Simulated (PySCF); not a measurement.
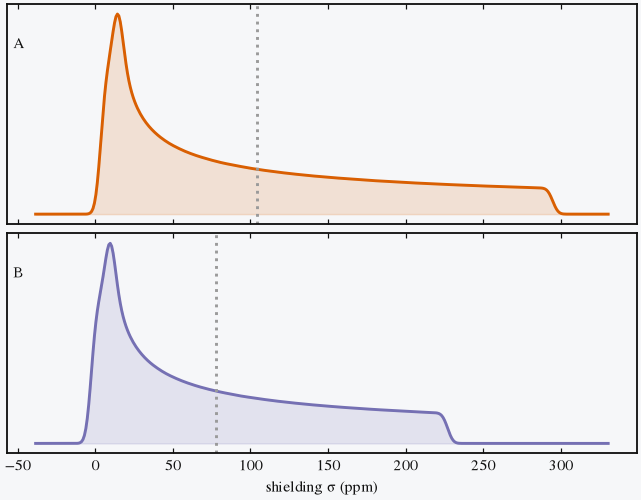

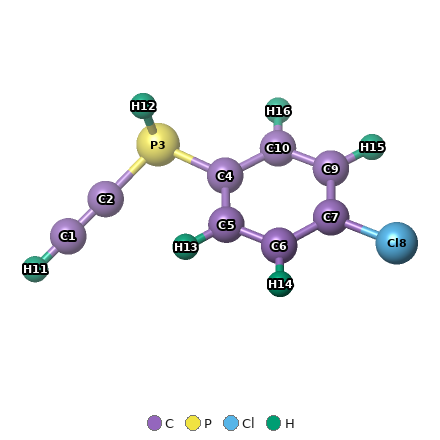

Static powder patterns (¹³C) from GIAO shielding tensors of C₈H₆ClP, SMILES C#CPc1ccc(Cl)cc1, PBE0/pcSseg-1 (IEF-PCM cyclohexane) in PySCF, at a PBE0-D3(BJ)/def2-SVP geometry (no frequency check); absolute shielding, one fixed geometry of the isolated molecule without any motion, no dipolar terms. The dotted line is the isotropic value; skew is 3(σiso − σ22)/span.

> The panels belong to C1 and C2. Which is which?

panel A: C2, σ11, σ22, σ33 = 3, 15, 295 ppm, isotropic 104, span 291 ppm, skew 0.92; panel B: C1, σ11, σ22, σ33 = −3, 10, 227 ppm, isotropic 78, span 230 ppm, skew 0.89.

Note: one conformer of a flexible molecule.
